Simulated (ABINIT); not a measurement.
# A GW chain in ABINIT: SnO2 (Cassiterite)

How does a plane-wave GW calculation on SnO2 (Cassiterite) run from the first input to the gap?

Program: ABINIT 10.8.3. Level of theory: PBE and many-body steps on it, plane waves. Results are calculated unless marked as measured.

**What was measured.**

- Gap 3.6 eV: experimental gap quoted from earlier work; bulk crystal (quoted in “Study on the Photocatalytic Properties of Flower-Shaped SnO2”, 2022, pmc:9565917).

### Step 1. The structure

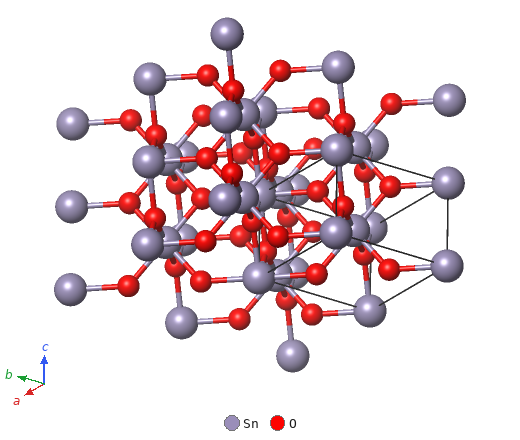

Start, viewed from a free direction; tin purple, oxygen red. 2×2×2 cells are drawn. Some periodic images of atoms are drawn too.

The cell and positions come from the Crystallography Open Database and are kept as given unless a step says otherwise.

### Step 2. Ground state

This step: ABINIT 10.8.3; DFT, PBE with spin-orbit coupling, plane waves, norm-conserving pseudopotentials.

The ground-state density comes first.

Input file run.abi:

```
acell 3*1.0 Angstrom
rprim 
  4.738000000000 0.000000000000 0.000000000000
  0.000000000000 4.738000000000 0.000000000000
  0.000000000000 0.000000000000 3.186500000000
ntypat 2
znucl 50 8
natom 6
typat 1 1 2 2 2 2
xred 
  0.000000000000 0.000000000000 0.000000000000
  0.500000000000 0.500000000000 0.500000000000
  0.307100000000 0.307100000000 0.000000000000
  0.192900000000 0.807100000000 0.500000000000
  0.692900000000 0.692900000000 0.000000000000
  0.807100000000 0.192900000000 0.500000000000
pp_dirpath "pseudos"
pseudos "Sn.upf, O.upf"
ecut 42
nspinor 2
ngkpt 4 4 6
nshiftk 1
shiftk 0 0 0
kptopt 1
chksymbreak 0
nband 82
occopt 1
tolvrs 1e-10
nstep 60
prtwf 0
optforces 0
optstress 0
indata_prefix "in"
outdata_prefix "out"
tmpdata_prefix "tmp"
```

Run with:

```bash
OMP_NUM_THREADS=1 mpirun -n 8 abinit run.abi > log
```

Numbers of over 12 decimals in the logs are rounded to 6 here.

Log:

```text
.Version 10.8.3 of ABINIT. v10.8.2 released Aug 2026.

 Symmetries : space group P4_2/m n m (#136); Bravais tP (primitive tetrag.)
================================================================================
 Values of the parameters that define the memory need of the present run
     intxc =       0    ionmov =       0      iscf =       7    lmnmax =      17
     lnmax =      17     mgfft =      54  mpssoang =       5    mqgrid =    3001
     natom =       6  nloc_mem =       1    nspden =       1   nspinor =       2
    nsppol =       1      nsym =      16    n1xccc =    2501    ntypat =       2
    occopt =       1   xclevel =       2
-    mband =          82        mffmem =           1         mkmem =           3
       mpw =        6312          nfft =      104976          nkpt =          24
================================================================================
  Rough estimation (10% accuracy) of disk space for files :
================================================================================

--------------------------------------------------------------------------------
------------- Echo of variables that govern the present computation ------------
--------------------------------------------------------------------------------
 -outvars: echo values of preprocessed input variables --------
            acell      1.8897261259E+00  1.8897261259E+00  1.8897261259E+00 Bohr

      chksymbreak           0
             ecut      4.20000000E+01 Hartree
-          fftalg         312

              ixc     -101130
              kpt      0.00000000E+00  0.00000000E+00  0.00000000E+00
                       2.50000000E-01  0.00000000E+00  0.00000000E+00
                       5.00000000E-01  0.00000000E+00  0.00000000E+00
                       2.50000000E-01  2.50000000E-01  0.00000000E+00
                       5.00000000E-01  2.50000000E-01  0.00000000E+00
                       5.00000000E-01  5.00000000E-01  0.00000000E+00
                       0.00000000E+00  0.00000000E+00  1.66666667E-01
                       2.50000000E-01  0.00000000E+00  1.66666667E-01
                       5.00000000E-01  0.00000000E+00  1.66666667E-01
   [... 13 further rows ...]
                       5.00000000E-01  2.50000000E-01  5.00000000E-01
                       5.00000000E-01  5.00000000E-01  5.00000000E-01
         kptrlatt        4    0    0      0    4    0      0    0    6
          kptrlen      3.58140895E+01
P           mkmem           3
            natom           6
            nband          82
            ngfft          54      54      36
             nkpt          24
          nspinor           2
            nstep          60
             nsym          16
           ntypat           2
              occ      1.000000  1.000000  1.000000  1.000000  1.000000  1.000000
                       1.000000  1.000000  1.000000  1.000000  1.000000  1.000000
                       1.000000  1.000000  1.000000  1.000000  1.000000  1.000000
                       1.000000  1.000000  1.000000  1.000000  1.000000  1.000000
                       1.000000  1.000000  1.000000  1.000000  1.000000  1.000000
                       1.000000  1.000000  1.000000  1.000000  1.000000  1.000000
                       1.000000  1.000000  1.000000  1.000000  1.000000  1.000000
                       1.000000  1.000000  1.000000  1.000000  1.000000  1.000000
                       1.000000  1.000000  1.000000  1.000000  1.000000  1.000000
                       1.000000  1.000000  1.000000  1.000000  1.000000  1.000000
                       1.000000  1.000000  1.000000  1.000000  1.000000  1.000000
                       1.000000  1.000000  0.000000  0.000000  0.000000  0.000000
                       0.000000  0.000000  0.000000  0.000000  0.000000  0.000000
                       0.000000  0.000000  0.000000  0.000000
        optforces           0
        optstress           0
            prtwf           0
            rprim      4.7380000000E+00  0.0000000000E+00  0.0000000000E+00
[...]
spgroup         136

           tolvrs      1.00000000E-10

             xred      0.0000000000E+00  0.0000000000E+00  0.0000000000E+00
[...]
znucl       50.00000    8.00000

================================================================================

 chkinp: Checking input parameters for consistency.

================================================================================
== DATASET  1 ==================================================================
-   mpi_nproc: 8, omp_nthreads: 1 (-1 if OMP is not activated)

--- !DatasetInfo
iteration_state: {dtset: 1, }
dimensions: {natom: 6, nkpt: 24, mband: 82, nsppol: 1, nspinor: 2, nspden: 1, mpw: 6312, }
cutoff_energies: {ecut:  42.0, pawecutdg:  -1.0, }
electrons: {nelect:   6.80000000E+01, charge:   0.00000000E+00, occopt:   1.00000000E+00, tsmear:   1.00000000E-02, }

 Real(R)+Recip(G) space primitive vectors, cartesian coordinates (Bohr,Bohr^-1):
 R(1)=  8.9535224  0.0000000  0.0000000  G(1)=  0.1116879  0.0000000  0.0000000
 R(2)=  0.0000000  8.9535224  0.0000000  G(2)=  0.0000000  0.1116879  0.0000000
 R(3)=  0.0000000  0.0000000  6.0216123  G(3)=  0.0000000  0.0000000  0.1660685
 Unit cell volume ucvol=  4.8272594E+02 bohr^3
[...]
12 -101130 2 -1 936                           pspcod,pspxc,lmax,lloc,mmax
     nproj     2     2     2     0
     spin-orbit psp
        nprojso     2     2     0
  pspatm : epsatm=    6.17039871
         --- l  ekb(1:nproj) -->
[...]
spin-orbit 1    0.007283    0.002190
  spin-orbit 2   -0.000439    0.000281
 pspatm: atomic psp has been read  and splines computed

   5.39432715E+03                                ecore*ucvol(ha*bohr**3)
--------------------------------------------------------------------------------

_setup2: Arith. and geom. avg. npw (full set) are    6276.344    6276.333

================================================================================

--- !BeginCycle
iteration_state: {dtset: 1, }
solver: {iscf: 7, nstep: 60, nline: 4, wfoptalg: 0, }
tolerances: {tolvrs: 1.00E-10, }

     iter   Etot(hartree)      deltaE(h)  residm     vres2
 ETOT  1  -508.42668927488    -5.084E+02 2.173E-01 1.210E+03
 ETOT  2  -508.88562651619    -4.589E-01 1.618E-02 1.189E+03
 ETOT  3  -509.32124451073    -4.356E-01 1.388E-02 1.501E+01
 ETOT  4  -509.32518781179    -3.943E-03 5.451E-03 1.138E+00
 ETOT  5  -509.32559968282    -4.119E-04 2.321E-03 8.314E-02
 ETOT  6  -509.32561754894    -1.787E-05 1.763E-03 3.095E-03
 ETOT  7  -509.32561782560    -2.767E-07 7.387E-04 2.394E-05
 ETOT  8  -509.32561782789    -2.296E-09 1.068E-03 3.955E-07
 ETOT  9  -509.32561782791    -1.614E-11 9.079E-04 3.571E-08
 ETOT 10  -509.32561782794    -2.575E-11 9.593E-04 2.688E-10
 ETOT 11  -509.32561782793     4.434E-12 5.780E-04 1.154E-11

 At SCF step   11       vres2   =  1.15E-11 < tolvrs=  1.00E-10 =>converged.

--- !ResultsGS
iteration_state: {dtset: 1, }
comment   : Summary of ground state results
lattice_vectors:
- [  8.9535224,   0.0000000,   0.0000000, ]
- [  0.0000000,   8.9535224,   0.0000000, ]
- [  0.0000000,   0.0000000,   6.0216123, ]
lattice_lengths: [   8.95352,    8.95352,    6.02161, ]
lattice_angles: [ 90.000,  90.000,  90.000, ] # degrees, (23, 13, 12)
lattice_volume:   4.8272594E+02
convergence: {deltae:  4.434E-12, res2:  1.154E-11, residm:  5.780E-04, diffor:  0.000E+00, }
etotal    :  -5.09325618E+02
entropy   :   0.00000000E+00
fermie    :   2.49134059E-01
cartesian_stress_tensor: null
pressure_GPa: null
xred      :
- [  0.0000E+00,   0.0000E+00,   0.0000E+00, Sn]
- [  5.0000E-01,   5.0000E-01,   5.0000E-01, Sn]
- [  3.0710E-01,   3.0710E-01,   0.0000E+00,  O]
- [  1.9290E-01,   8.0710E-01,   5.0000E-01,  O]
- [  6.9290E-01,   6.9290E-01,   0.0000E+00,  O]
- [  8.0710E-01,   1.9290E-01,   5.0000E-01,  O]
cartesian_forces: null
force_length_stats: {min: null, max: null, mean: null, }

 Integrated electronic density in atomic spheres:
 ------------------------------------------------
 Atom  Sphere_radius  Integrated_density
[...]
================================================================================

 ----iterations are completed or convergence reached----

 Mean square residual over all n,k,spin=   10.916E-07; max=  57.799E-05
 reduced coordinates (array xred) for    6 atoms
[...]
0.500000000000      0.500000000000      0.500000000000
       0.307100000000      0.307100000000      0.000000000000
       0.192900000000      0.807100000000      0.500000000000
       0.692900000000      0.692900000000      0.000000000000
       0.807100000000      0.192900000000      0.500000000000
 rms dE/dt=  0.0000E+00; max dE/dt=  0.0000E+00; dE/dt below (all hartree)
    1       0.000000000000      0.000000000000      0.000000000000
    2       0.000000000000      0.000000000000      0.000000000000
    3       0.000000000000      0.000000000000      0.000000000000
    4       0.000000000000      0.000000000000      0.000000000000
    5       0.000000000000      0.000000000000      0.000000000000
    6       0.000000000000      0.000000000000      0.000000000000

 cartesian coordinates (angstrom) at end:
    1      0.000000     0.000000     0.000000
    2      2.369000     2.369000     1.593250
    3      1.455040     1.455040     0.000000
    4      0.913960     3.824040     1.593250
    5      3.282960     3.282960     0.000000
    6      3.824040     0.913960     1.593250
 length scales=  1.889726125908  1.889726125908  1.889726125908 bohr
              =  1.000000000000  1.000000000000  1.000000000000 angstroms
 prteigrs : about to open file out_EIG
 Fermi (or HOMO) energy (hartree) =   0.24913   Average Vxc (hartree)=  -0.42437
 Eigenvalues (hartree) for nkpt=  24  k points:
 kpt#   1, nband= 82, wtk=  0.01042, kpt=  0.0000  0.0000  0.0000 (reduced coord)
  -4.44709   -4.44709   -4.44708   -4.44708   -3.01642   -3.01642   -3.01641   -3.01641
  -2.73938   -2.73938   -2.73936   -2.73936   -2.73825   -2.73825   -2.73824   -2.73824
  -0.53336   -0.53336   -0.51435   -0.51435   -0.50980   -0.50980   -0.50744   -0.50744
  -0.48320   -0.48320   -0.48050   -0.48050   -0.47446   -0.47446   -0.47039   -0.47039
  -0.46759   -0.46759   -0.46736   -0.46736   -0.44460   -0.44460   -0.37839   -0.37839
  -0.37704   -0.37704   -0.31187   -0.31187   -0.04814   -0.04814    0.09811    0.09811
   0.10144    0.10144    0.10364    0.10364    0.13543    0.13543    0.17392    0.17392
   0.17739    0.17739    0.20317    0.20317    0.20378    0.20378    0.22058    0.22058
   0.22152    0.22152    0.24913    0.24913    0.29665    0.29665    0.47523    0.47523
   0.47941    0.47941    0.48688    0.48688    0.63533    0.63533    0.63657    0.63657
   0.69169    0.69988
 prteigrs : prtvol=0 or 1, do not print more k-points.

--- !EnergyTerms
iteration_state     : {dtset: 1, }
comment             : Components of total free energy in Hartree
kinetic             :  2.00379584368347E+02
hartree             :  1.58806712915864E+02
xc                  : -7.10993587554238E+01
Ewald energy        : -2.98339747503783E+02
psp_core            :  1.11747198552517E+01
local_psp           : -4.86956065471101E+02
non_local_psp       : -2.32914632370875E+01
total_energy        : -5.09325617827932E+02
total_energy_eV     : -1.38594561116888E+04
band_energy         : -6.12525472061449E+01

== END DATASET(S) ==============================================================
================================================================================

 -outvars: echo values of variables after computation  --------
           etotal     -5.0932561783E+02
            nband          82
             nkpt          24
          spgroup         136
 [... the other variables as echoed above ...]

 Calculation completed.
```

The job ended after 3.2 min (8 MPI ranks of Arm Neoverse V2, shared host; peak memory 1.1 GiB; 26 min of CPU time).

This step gave:

```yaml
total_energy: -13859.4561 eV
gap: 1.293 eV
k_of_the_valence_top: 0, 0, 0
k_of_the_conduction_bottom: 0, 0, 0
least_direct_gap: 1.293 eV
```

The gap is direct, at Γ.

(Part 1 of 3 ends here.)

[Paths, hosts, dates, memory and timing lines, banners, echoed tables and standing remarks are left out of the program output.]

[Logs are printed without paths, hosts, clocks, repeated set-up lines and the standing remarks that a program may print on its own settings, such as how far it seeks lower states.]

[Runs of the session that timed out or met a known fault of the program may be left out.]

[Hosts, paths, dates, database ids (printed as entryN), source tags and the programs' standing remarks are cut or masked in the printed files.]

[G0W0 gaps are taken among the corrected bands and points alone; a level outside them can change the order at an edge.]

[Where Ansatz stands beside ABINIT at settings called matched, ABINIT's density can come from a denser mesh and the files from another edition; pairs whose starting gaps differed by over 0.03 eV were left out, so agreement reads better than it is.]
